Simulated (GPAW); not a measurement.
# MnGe3 (Ge8x111 Mn2 nn): parallel and opposed starts

Wanted: the moments of MnGe3 (Ge8x111 Mn2 nn) and the energy of each order that was tried.

Main program and level: GPAW 26.7.0; PBE with U = 4 eV on Mn d; plane waves with GPAW's PAW setups, scalar-relativistic.

## Step 1: The structure

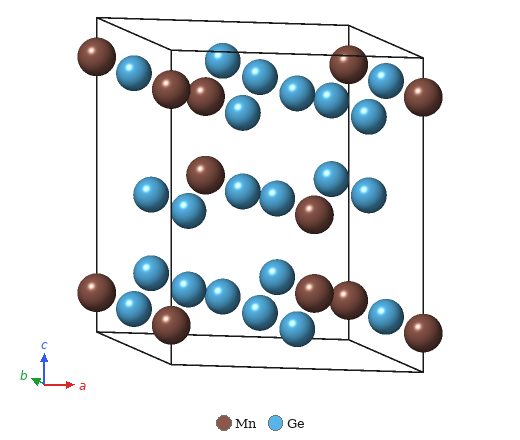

The cell as given, slightly off an axis (manganese brown, germanium blue). This picture shows the conventional cell, with its axes. Some periodic images of atoms are drawn too.

The cell is a made-up one and need not be a known phase.

## Step 2: Start 1: ferro ++

The parallel start comes first: it fits the smallest cell, keeps the most symmetry and shows whether parallel moments form. A Hubbard term is added for the open shell, at a value in common use.

Contents of order1.py:

```python
import json
import numpy as np
from ase import Atoms
from ase.parallel import paropen, parprint
from gpaw import GPAW

atoms = Atoms(['Mn', 'Mn', 'Ge', 'Ge', 'Ge', 'Ge', 'Ge', 'Ge'],
    cell=[[5.658, 0.0, 0.0],
         [0.0, 5.658, 0.0],
         [0.0, 0.0, 5.658]],
    scaled_positions=[[0.0, 0.0, 0.0],
         [0.25, 0.25, 0.25],
         [0.0, 0.5, 0.5],
         [0.25, 0.75, 0.75],
         [0.5, 0.0, 0.5],
         [0.75, 0.25, 0.75],
         [0.5, 0.5, 0.0],
         [0.75, 0.75, 0.25]],
    pbc=True,
    magmoms=[4.5, 4.5, 0.0, 0.0, 0.0, 0.0, 0.0, 0.0])
atoms.calc = GPAW(mode={'name': 'pw', 'ecut': 450},
    xc='PBE',
    kpts={'size': (5, 5, 5), 'gamma': True},
    occupations={'name': 'fermi-dirac', 'width': 0.05},
    convergence={'density': 1e-05, 'energy': 1e-05},
    maxiter=200,
    mixer={'name': 'pulay', 'beta': 0.05, 'nmaxold': 6, 'weight': 50},
    setups={'Mn': ':d,4.0'},
    symmetry={'tolerance': 1e-4},
    txt='order1.txt')
e = atoms.get_potential_energy(force_consistent=True)
res = {'free_energy': e, 'energy_sigma0': atoms.get_potential_energy(), 'fermi_energy': atoms.calc.get_fermi_level()}
res['moments'] = atoms.get_magnetic_moments().tolist()
res['total'] = atoms.get_magnetic_moment()
parprint('site moments (muB):', np.round(res['moments'], 3))
parprint(f"total moment: {res['total']:.3f} muB")
parprint(f'free energy: {e:.6f} eV')
atoms.calc.write('order1.gpw')
with paropen('results.json', 'w') as f:
    json.dump(res, f)
```

Run with:

```console
$ OMP_NUM_THREADS=1 mpirun -n 4 gpaw python order1.py > order1.log
```

Numbers of over 12 decimals in the logs are rounded to 6 here.

What it wrote:

```text
site moments (muB): [ 4.285  4.285 -0.038 -0.038 -0.038 -0.038 -0.038 -0.038]
total moment: 8.808 muB
free energy: -39.670422 eV

--- order1.txt ---
Input parameters:
  mode=PW(ecut=450),
  convergence={'density': 1e-05, 'energy': 1e-05},
  kpts=MonkhorstPack(size=(5, 5, 5), gamma=True),
  maxiter=200,
  mixer=Pulay(name='pulay', nmaxold=6, beta=0.05, weight=50, sigma=0.015, g_ss=None),
  occupations=Occupations(name='fermi-dirac', width=0.05),
  setups={'Mn': ':d,4.0'},
  symmetry=Symmetry(tolerance=0.0001),
  xc=XC(name='PBE')

Diagonalizing LCAO Hamiltonian
Converting LCAO to pw mode
    .-------------.
   /|             |
  / |  Ge         |
 *  |             |
 |  |       Ge    |
 | Ge             |
 |  |   Ge    Ge  |
 |  .-------------.
 | / Mn  Ge      /
 |/             /
 Mn------------*

Atoms  # Å, Bohr magnetons
|   | symbol |        x |        y |        z |    initial magnetic moments |
|---|--------|----------|----------|----------|-----------------------------|
| 0 |     Mn | 0.000000 | 0.000000 | 0.000000 | ( 0.0000,  0.0000,  4.5000) |
| 1 |     Mn | 1.414500 | 1.414500 | 1.414500 | ( 0.0000,  0.0000,  4.5000) |
| 2 |     Ge | 0.000000 | 2.829000 | 2.829000 | ( 0.0000,  0.0000,  0.0000) |
| 3 |     Ge | 1.414500 | 4.243500 | 4.243500 | ( 0.0000,  0.0000,  0.0000) |
| 4 |     Ge | 2.829000 | 0.000000 | 2.829000 | ( 0.0000,  0.0000,  0.0000) |
| 5 |     Ge | 4.243500 | 1.414500 | 4.243500 | ( 0.0000,  0.0000,  0.0000) |
| 6 |     Ge | 2.829000 | 2.829000 | 0.000000 | ( 0.0000,  0.0000,  0.0000) |
| 7 |     Ge | 4.243500 | 4.243500 | 1.414500 | ( 0.0000,  0.0000,  0.0000) |

Unit cell  # Å
| periodic |        x |        y |        z |  lengths |    angles |
|----------|----------|----------|----------|----------|-----------|
|      yes | 5.658000 | 0.000000 | 0.000000 | 5.658000 | 90.000000 |
|      yes | 0.000000 | 5.658000 | 0.000000 | 5.658000 | 90.000000 |
|      yes | 0.000000 | 0.000000 | 5.658000 | 5.658000 | 90.000000 |

Number of symmetries: 6

BZ-sampling:
  Number of BZ points: 125
  Number of IBZ points: 19

  Monkhorst-Pack size: [5, 5, 5]
  Monkhorst-Pack shift: [0, 0, 0]

K-points  # in reciprocal-cell coordinates
|     |                                coordinates |     weight |
|-----|--------------------------------------------|------------|
|   0 | (  0.00000000,   0.00000000,   0.00000000) | 0.00800000 |
|   1 | (  0.20000000,   0.00000000,  -0.20000000) | 0.04800000 |
|   2 | (  0.20000000,   0.00000000,   0.00000000) | 0.04800000 |
|   3 | (  0.20000000,   0.20000000,  -0.20000000) | 0.04800000 |
|   4 | (  0.20000000,   0.20000000,   0.00000000) | 0.04800000 |
|   5 | (  0.20000000,   0.20000000,   0.20000000) | 0.01600000 |
|   6 | (  0.40000000,  -0.20000000,  -0.20000000) | 0.04800000 |
|   7 | (  0.40000000,   0.00000000,  -0.40000000) | 0.04800000 |
|   8 | (  0.40000000,   0.00000000,  -0.20000000) | 0.09600000 |
|   9 | (  0.40000000,   0.00000000,   0.00000000) | 0.04800000 |
| ... |                                            |            |
|  18 | (  0.40000000,   0.40000000,   0.40000000) | 0.01600000 |

Plane wave coefficients: 3950
Cutoff: 450.000000 eV

Spin-components: 2 (collinear spins)
Bands:           42
Projectors:      42
Spin-degeneracy: 1
Datatype:        complex128

Parallelization:
  kpt:    4
  domain: 1
  band:   1

Density:
  Valence electrons: 54.0
  Components: 2
  Grid points: [28 28 28]
  Charge: 0.0  # |e|

Potential:
  Grid points: [28 28 28]

species:
  Mn:
    name:    Manganese
    Z:       25.0
    valence: 15
    core:    10
    charge:  0.0  # [|e|]
    Hubbard: {U: 4.0,  # eV
              l: 2,
              scale: True}
    compensation charges:
      type: gauss
      rc: 0.38  # [Å]
      lmax: 2
    cutoffs:
      filter: 2.14  # [Å]
      core: 0.86  # [Å]
    projectors
    | kind |    occ | energy [eV] | rcut [Å] |
    |------|--------|-------------|----------|
    |   3s |  2.000 |     -85.859 |    1.275 |
    |   4s |  2.000 |      -5.106 |    1.275 |
    |   3p |  6.000 |     -54.597 |    1.281 |
    |   4p |  0.000 |      -1.371 |    1.281 |
    |   3d |  5.000 |      -6.771 |    1.138 |
    |    d |        |      20.441 |    1.138 |

    Using partial waves for Mn as LCAO basis

  Ge:
    name:    Germanium
    Z:       32.0
    valence: 4
    core:    28
    charge:  0.0  # [|e|]
    compensation charges:
      type: gauss
      rc: 0.32  # [Å]
      lmax: 2
    cutoffs:
      filter: 1.77  # [Å]
      core: 3.42  # [Å]
    projectors
    | kind |    occ | energy [eV] | rcut [Å] |
    |------|--------|-------------|----------|
    |   4s |  2.000 |     -11.726 |    1.005 |
    |   4p |  2.000 |      -3.896 |    1.005 |
    |    s |        |      15.485 |    1.005 |
    |    p |        |      23.315 |    1.005 |
    |    d |        |       0.000 |    1.005 |

    Using partial waves for Ge as LCAO basis

Reference energy: -405614.003261  # eV

eigensolver:
  PPCG
  Converge bands: occupied
  niter=2

density mixing:
  Pulay-Mixer
  Linear mixing parameters: 0.05
  Old densities: 6
  Fourier metric: weight=50, sigma=0.015

occupation numbers:
  Fermi-Dirac:
    width: 0.0500  # eV

poisson solver:
  ecut: 3600.000000  # eV

xc functional:
  name: PBE with 2 nearest neighbor stencil

convergence criteria:
- Maximum integral of absolute [dens]ity change: 1e-05 electrons / valence electron
- Maximum [total energy] change in last 3 cyles: 1e-05 eV / valence electron
- Maximum integral of absolute [eigenst]ate change: 4e-08 eV^2 / valence electron
maximum number of iterations: 200

SCF iterations
|iter     |      energy | eigst |  dens |  magmom |
|---------|-------------|-------|-------|---------|
|iter:   1|       0s |  -39.715594 | +0.11 |       |  +9.0192|
|iter:   2|       2s |  -39.693676 | -1.75 | -1.03 |  +9.0203|
|iter:   3|       4s |  -39.573358 | -1.85 | -1.06 |  +9.0351|
|iter:   4|       7s |  -39.589773 | -2.83 | -1.33 |  +9.0492|
|iter:   5|       9s |  -39.621129 | -2.61 | -1.44 |  +9.0725|
|iter:   6|      11s |  -39.640594 | -2.89 | -1.68 |  +9.0677|
|iter:   7|      14s |  -39.640773 | -4.58 | -2.20 |  +9.0654|
|iter:   8|      16s |  -39.645355 | -3.72 | -2.21 |  +9.0223|
|iter:   9|      18s |  -39.645894 | -4.97 | -2.46 |  +9.0119|
|iter:  10|      20s |  -39.648198 | -4.15 | -2.50 |  +8.9480|
[... 11 iterations left out ...]
|iter:  22|      45s |  -39.649907c| -7.57c| -4.47 |  +8.8102|
|iter:  23|      46s |  -39.649907c| -7.96c| -4.46 |  +8.8101|
|iter:  24|      47s |  -39.649909c| -8.63c| -4.51 |  +8.8098|
|iter:  25|      48s |  -39.649911c| -8.24c| -4.56 |  +8.8091|
|iter:  26|      49s |  -39.649916c| -7.63c| -4.67 |  +8.8079|
|iter:  27|      50s |  -39.649916c| -7.96c| -4.70 |  +8.8080|
|iter:  28|      51s |  -39.649916c| -9.03c| -4.75 |  +8.8080|
|iter:  29|      53s |  -39.649916c| -8.45c| -4.78 |  +8.8079|
|iter:  30|      54s |  -39.649916c| -8.83c| -4.95 |  +8.8080|
|iter:  31|      55s |  -39.649916c| -8.12c| -5.06c|  +8.8080|

Converged in 31 steps
Energy contributions relative to reference atoms: (reference = -405614.003261)

Energy contributions:
  Kinetic:         127.996441
  Coulomb:        -109.466457
  Zero:              0.222892
  External:          0.000000
  Xc:              -58.382285
  Entropy:          -0.041013
  Spinorbit:         0.000000
  ----------------------------
  Free energy:     -39.670422
  Extrapolated:    -39.649916

dipole moment: (-31.361950, -31.361950, -31.361950)  # |e|*Ang

Total magnetic moment: (0.000000, 0.000000, 8.808019)

Local magnetic moments
|        x |        y |         z |
|----------|----------|-----------|
| 0.000000 | 0.000000 |  4.285340 |  # Mn   0
| 0.000000 | 0.000000 |  4.285340 |  # Mn   1
| 0.000000 | 0.000000 | -0.037789 |  # Ge   2
| 0.000000 | 0.000000 | -0.037789 |  # Ge   3
| 0.000000 | 0.000000 | -0.037789 |  # Ge   4
| 0.000000 | 0.000000 | -0.037789 |  # Ge   5
| 0.000000 | 0.000000 | -0.037789 |  # Ge   6
| 0.000000 | 0.000000 | -0.037789 |  # Ge   7

Fermi level: 5.145
Eigenvalues  # (at kpt = [0.000, 0.000, 0.000])
| band index |      eig [eV] | occ [0-1] |      eig [eV] | occ [0-1] |
|------------|---------------|-----------|---------------|-----------|
|          0 |       -76.856 |     1.000 |       -72.112 |     1.000 |
|        ... |               |           |               |           |
|         19 |         0.244 |     1.000 |         3.599 |     1.000 |
|         20 |         0.244 |     1.000 |         4.151 |     1.000 |
|         21 |         0.407 |     1.000 |         4.769 |     0.999 |
|         22 |         0.407 |     1.000 |         4.769 |     0.999 |
|         23 |         0.947 |     1.000 |         5.664 |     0.000 |
|         24 |         1.039 |     1.000 |         5.664 |     0.000 |
|         25 |         2.666 |     1.000 |         5.787 |     0.000 |
|         26 |         3.026 |     1.000 |         6.202 |     0.000 |
|         27 |         3.026 |     1.000 |         6.810 |     0.000 |
|         28 |         3.953 |     1.000 |         6.810 |     0.000 |
|         29 |         4.254 |     1.000 |         7.522 |     0.000 |
|         30 |         4.254 |     1.000 |         7.522 |     0.000 |
|         31 |         6.486 |     0.000 |         7.708 |     0.000 |
|         32 |         7.051 |     0.000 |         8.594 |     0.000 |
|         33 |         7.051 |     0.000 |         8.594 |     0.000 |
|         34 |         7.292 |     0.000 |         9.136 |     0.000 |
|        ... |               |           |               |           |
|         41 |         9.745 |     0.000 |        10.782 |     0.000 |

No gap
No difference between direct/indirect transitions
```

Elapsed: 63 s, on 4 MPI ranks of Intel Xeon at 2.60GHz (Ice Lake), shared host; peak memory 0.92 GiB; 4.1 min of CPU time.

Spin moment in the augmentation sphere by atom:

```
atom  spin moment in the augmentation sphere (μB)
 Mn1                                         4.29
 Mn2                                         4.29
 Ge3                                        -0.04
 Ge4                                        -0.04
 Ge5                                        -0.04
 Ge6                                        -0.04
 Ge7                                        -0.04
 Ge8                                        -0.04
```

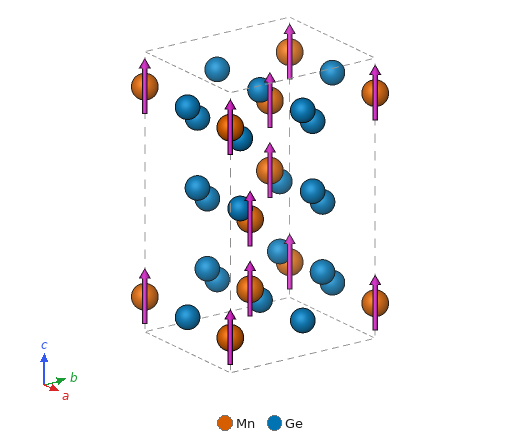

Spin moment in the augmentation sphere as arrows, the longest 4.29 μB. Up and down stand for the sign. Arrows give size and sign along the axis of quantisation, drawn up and down the page. Some periodic images of atoms are drawn too.

This step gave:

```
magnetization : 8.808 μB
final state   : ferromagnetic
```

After 31 cycles the largest moment stands at 4.29 μB.

(Part 1 of 2 ends here.)

[Logs and program files are shortened in this print: banners, set-up blocks, solver, clock and traceback lines can be left out without a mark of their own.]

[Logs are printed without paths, hosts, clocks, repeated set-up lines and the standing remarks that a program may print on its own settings, such as how far it seeks lower states.]

[Hosts, paths, dates, database ids (printed as entryN), source tags and the programs' standing remarks are cut or masked in the printed files.]

[Where a cell is said to come from a database of computed structures, the database is the Materials Project.]
